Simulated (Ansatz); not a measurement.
# GeH3O (SMILES [O][GeH3]): U-r2SCAN/def2-TZVP

Aim: the electronic atomisation energy of GeH3O at U-r2SCAN/def2-TZVP, from 4 runs. 

The results are computed with Ansatz 0.2.0.

53 further runs of the same task are left out: 1 that didn't finish, 52 set aside as unsound or not needed. Runs told in other sessions of the task aren't counted.

### Step 1. The system as given

The species is GeH3O (5 atoms), meant as a doublet with charge 0. SMILES: `[O][GeH3]`. The shape is that of a PBE0-D4/def2-TZVP optimisation.

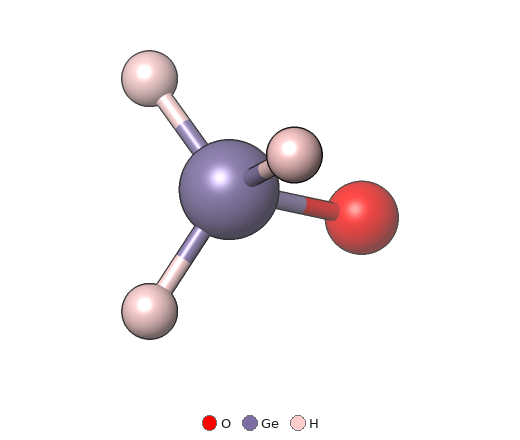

Viewed from a chosen angle; oxygen red, germanium purple, hydrogen pink.

### Step 2. A single-point energy at U-r2SCAN/def2-TZVP

Input file run.yaml:

```yaml
crystal:
  periodic: [false, false, false]
  atoms:
    - {symbol: O, position_ang: [-1.443900, 0.418600, 0.777300]}
    - {symbol: Ge, position_ang: [0.072300, -0.056300, -0.056900]}
    - {symbol: H, position_ang: [-0.162200, -0.091200, -1.574700]}
    - {symbol: H, position_ang: [0.548000, -1.418100, 0.471500]}
    - {symbol: H, position_ang: [1.035700, 1.073400, 0.341400]}
basis:
  gaussian:
    orbitals: def2-TZVP
total_charge: 0
magnetization:
  spin_polarized: true
  initial_magnetization: 1
hamiltonian:
  xc: r2scan
accuracy: high
output:
  orbitals: {seedname: orbitals}
```

Run with:

```console
$ ansatz run run.yaml --threads 1 --pin off --max-ram 3480MiB --events-out events.jsonl --progress --plain --runs-dir runs
```

What it wrote:

```text
Warning: RAYON_NUM_THREADS=1 ignored (pool sized by the plan → 1); use --threads N
Functional definition: r2SCAN
  name "r2SCAN"
  parameter k0 = 0.174
  parameter k1 = 0.065
  parameter a1 = 4.9479
  exchange = r2scan_x(k0 = k0, k1 = k1, a1 = a1)
  correlation = r2scan_c
1610 factors; integrals over basis functions are off by at most 4.7e-9 eV
mean field evaluation 1: about -58605.3759 eV, gradient 4.0e1 eV
mean field evaluation 2: about -58487.6434 eV, gradient 1.3e2 eV
mean field evaluation 4: about -58611.0013 eV, gradient 1.3e1 eV
mean field evaluation 8: about -58611.6441 eV, gradient 2.7e-1 eV
mean field evaluation 16: about -58611.6464 eV, gradient 4.0e-3 eV
mean field evaluation 32: about -58611.6464 eV, gradient 2.8e-5 eV
mean field evaluation 64: about -58611.5998 eV, gradient 8.7e-2 eV
mean field -58611.64643091 eV, -2153.9382779353 hartree, gradient 3.9e-8 eV, S^2 0.755461; 3 other end points of the search recorded, 0 dependent functions left out
reference -58611.64643296 eV, -2153.9382780104 hartree; 22, 21 occupied and 75, 76 virtual orbitals, 1610 factors
Total energy: -58611.64643296 eV, -2153.9382780104 hartree
```

It took 63 s on 1 thread of Arm Neoverse V1, shared host; peak memory 0.34 GiB.

### Step 3. The Ge atom

Input file input.yaml:

```yaml
crystal:
  periodic: [false, false, false]
  atoms:
    - {symbol: Ge, position_ang: [0.000000, 0.000000, 0.000000]}
basis:
  gaussian:
    orbitals: def2-TZVP
magnetization:
  spin_polarized: true
  initial_magnetization: 2
hamiltonian:
  xc: {name: r2SCAN}
accuracy: high
```

Run the same way, it converges to -2076.90335 Eh (log not shown).

### Step 4. The H atom

Input file input.yaml:

```yaml
crystal:
  periodic: [false, false, false]
  atoms:
    - symbol: H
      position_ang: [0.000000, 0.000000, 0.000000]
basis:
  gaussian:
    orbitals: def2-TZVP
magnetization:
  spin_polarized: true
  initial_magnetization: 1
hamiltonian:
  xc: r2scan
accuracy: high
```

Run the same way, it converges to -0.49993 Eh (log not shown).

### Step 5. The O atom, same level

Input file in.yaml:

```yaml
crystal:
  periodic: [false, false, false]
  atoms:
    - {symbol: O, position_ang: [0.000000, 0.000000, 0.000000]}
basis:
  gaussian:
    orbitals: def2-TZVP
magnetization:
  spin_polarized: true
  initial_magnetization: 2
hamiltonian:
  xc: r2scan
accuracy: high
```

Run the same way, it converges to -75.05861 Eh (log not shown).

### Step 6. Summary of results

At U-r2SCAN/def2-TZVP:

```
                                    quantity           value
                      molecule: total energy  -2153.93828 Eh
molecule: HOMO energy (highest over α and β)        -7.06 eV
 molecule: LUMO energy (lowest over α and β)        -5.17 eV
                              molecule: ⟨S²⟩           0.755
                       Ge atom: total energy  -2076.90335 Eh
                               Ge atom: ⟨S²⟩           2.005
                        H atom: total energy     -0.49993 Eh
                                H atom: ⟨S²⟩           0.750
                        O atom: total energy    -75.05861 Eh
                                O atom: ⟨S²⟩           2.005
               electronic atomisation energy       12.967 eV
```

What this shows: Taking the molecule apart into free atoms costs 12.97 eV (1251 kJ/mol), before zero-point energy and without spin-orbit coupling.
